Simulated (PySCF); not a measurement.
Input file:

```
{"job": {"kind": "nmr", "xc": "PBE0", "basis": "pcSseg-1"}, "charge": 0, "multiplicity": 1}
C     -2.178778     0.830894    -0.861897
O     -1.081487     0.030576    -0.470964
C     -1.499772    -1.168893     0.149921
B      0.025475     0.876692     0.436550
C      1.304687    -0.092775     0.583882
C      2.663879     0.335532     0.084884
C      1.942638    -0.778259    -0.589943
Cl     1.318726    -0.530984    -2.216420
H     -1.778483     1.703381    -1.372440
H     -2.761871     1.157773     0.005090
H     -2.819159     0.266812    -1.545019
H     -2.116501    -1.743988    -0.545969
H     -0.606444    -1.736099     0.397690
H     -2.066449    -0.965244     1.064535
H      0.233915     1.842223    -0.218040
H     -0.516547     1.099571     1.474900
H      1.345568    -0.699595     1.486250
H      2.721844     1.279975    -0.433611
H      3.549733     0.094563     0.656051
H      2.313878    -1.791477    -0.498184
```

Run with:

```sh
OMP_NUM_THREADS=1 python probes_run.py task.json out
```

Geometry: GFN2-xTB.

Method: PySCF 2.14.0, PBE0/pcSseg-1, SCF density, gas phase, non-relativistic.

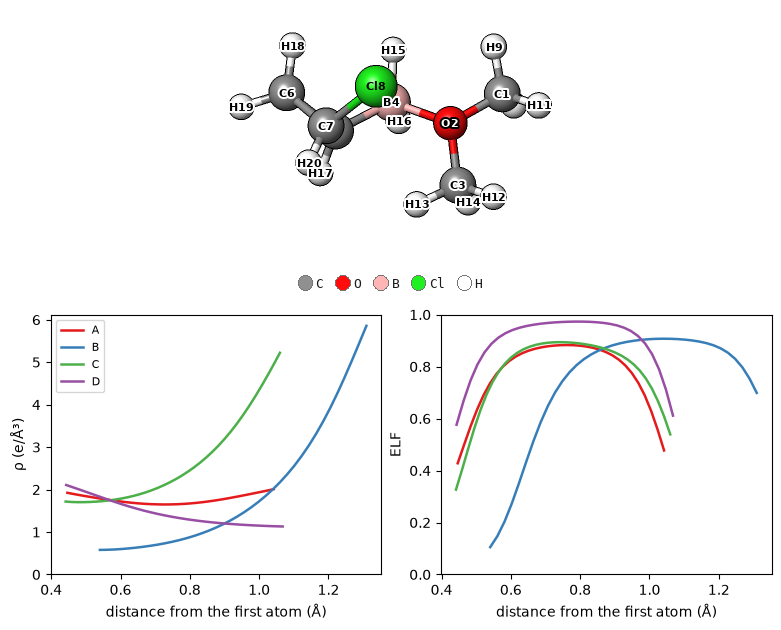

C5H12BClO. Electron density and ELF along straight lines between neighbouring atoms. The curves leave out the atomic cores. The structure is drawn too.

Q: Which curve belongs to which contact (B–O, C–B, C–C and C–O)? The first atom named is at distance zero.

A: Curve A: C–C (1.49 Å): the density is about 1.7 e/Å³ at the midpoint; the ELF peaks at about 0.90 between the atoms; a covalent bond. Curve B: B–O (1.66 Å): ρ at the midpoint is about 0.96 e/Å³; the ELF peaks at about 0.90 between the atoms (a shared but strongly polarised pair). Curve C: C–O (1.41 Å): ρ is about 2 e/Å³ halfway, with its minimum of 1.7 e/Å³ about 0.5 Å from C; the ELF peaks at about 0.90 between the atoms, as expected for a shared but strongly polarised pair. Curve D: C–B (1.61 Å): ρ is about 1.3 e/Å³ halfway; the ELF peaks at about 1 between the atoms: localised, covalent bonding.
